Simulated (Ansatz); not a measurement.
The parent structure is SiO₂ (space group P3_221, No. 154; a = 5.0221 Å, c = 5.5103 Å).

Structures relaxed with Ansatz (a first-principles code) PBE, no spin-orbit coupling.

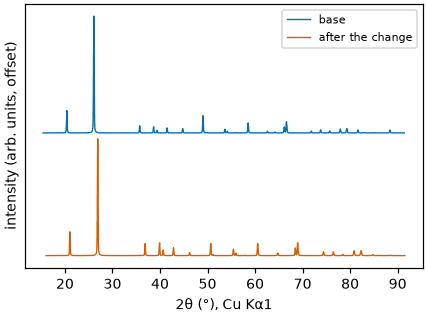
Fig. 1. Simulated powder patterns before (top) and after one change

Task: Which change produced these results?
(A) isotropic strain −1.50 %
(B) isotropic strain −3.00 %
(C) isotropic strain −0.75 %
(D) isotropic strain −2.25 %

Result: B, isotropic strain −3.00 %. Its volume per atom is 12.21 Å³ against 13.37 Å³, and its space group is P3_221 (No. 154).

No phonon test of stability was made.
